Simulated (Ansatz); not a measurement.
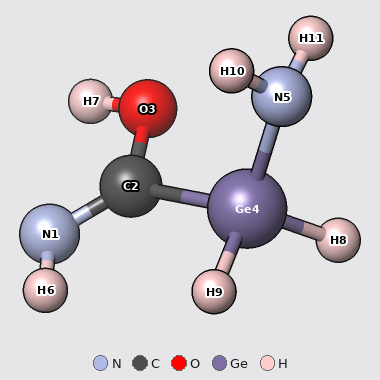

The system is CH₆GeN₂O, SMILES N=[C](O)[GeH2][NH2]; the picture shows the reference structure. First axis: dihedral C2–Ge4–N5–H10. Second axis: dihedral Ge4–C2–O3–H7. Nothing is relaxed (all other coordinates rigid). The scan uses an 18 × 18 grid. All energies are given in kcal/mol relative to the relaxed molecule at the same level. Method: RHF/def2-SVP (Ansatz 0.2.0).

Its coordinates:

```xyz
11

N     0.3409    0.7927    2.0467
C     0.0019    0.7645    0.8434
O    -0.0082    1.8969    0.1311
Ge   -0.5643   -0.8001   -0.2519
N     0.4175   -1.0157   -1.7686
H     0.3131   -0.1150    2.4770
H     0.2624    2.6117    0.6976
H    -2.0251   -0.5898   -0.6511
H    -0.3783   -2.0350    0.6360
H     1.3855   -1.2559   -1.6633
H     0.3199   -0.3114   -2.4763
```

Range: dihedral C2–Ge4–N5–H10 from −180 to 160°; dihedral Ge4–C2–O3–H7 from −180 to 160°.

Predict the map.

The lowest grid point is at dihedral C2–Ge4–N5–H10 = 60°, dihedral Ge4–C2–O3–H7 = −180°, 0.035 kcal/mol from the relaxed molecule at the same level. There are further wells near dihedral C2–Ge4–N5–H10 = −140°, dihedral Ge4–C2–O3–H7 = −20° (10.1 kcal/mol above the lowest at that grid point); dihedral C2–Ge4–N5–H10 = 40°, dihedral Ge4–C2–O3–H7 = −20° (11.0 kcal/mol above the lowest at that grid point). The highest grid point, dihedral C2–Ge4–N5–H10 = 140°, dihedral Ge4–C2–O3–H7 = −80°, lies 15.8 kcal/mol above the lowest. Round the minimum the two coordinates are nearly uncoupled.

```csv
"dihedral Ge4–C2–O3–H7 ↓, dihedral C2–Ge4–N5–H10 →",−180,−140,−100,−60,−20,20,60,100,140
140,7.0,6.6,6.5,6.5,6.6,5.8,4.7,5.5,7.1
100,13.5,13.1,13.1,13.1,13.1,12.3,11.3,12.0,13.5
60,13.8,13.6,13.9,14.1,13.8,13.1,12.2,12.9,14.0
20,11.9,11.6,12.8,13.6,13.1,11.9,11.3,12.4,13.0
−20,11.3,10.2,11.9,13.9,13.8,11.7,11.2,13.3,13.7
−60,13.3,11.5,12.2,14.3,15.2,13.5,12.3,14.3,15.5
−100,13.7,12.2,12.1,13.1,14.0,13.0,11.6,12.9,14.6
−140,7.4,6.5,6.2,6.5,7.0,6.3,4.9,5.8,7.6
−180,2.5,1.9,1.7,1.8,2.0,1.2,0.0,0.9,2.5
```

The table holds every second grid line.

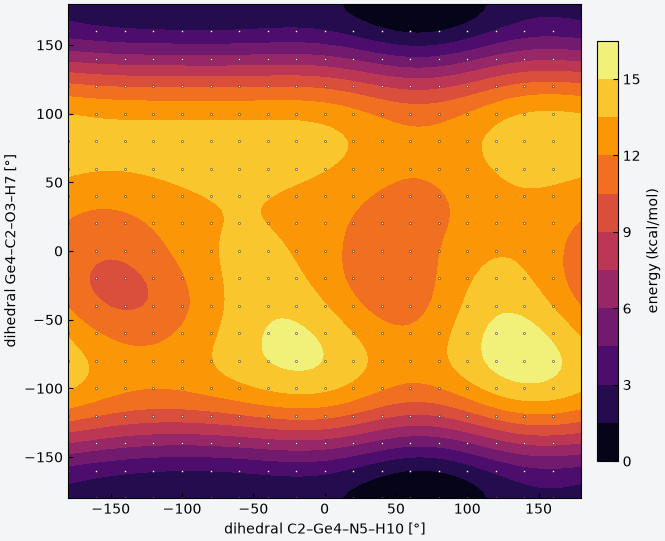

In the figure: filled contours, dots at the grid points. Between grid points the surface is interpolated.

The whole map (324 points run) took 22 min on 1 thread of Arm Neoverse V1 (shared host).
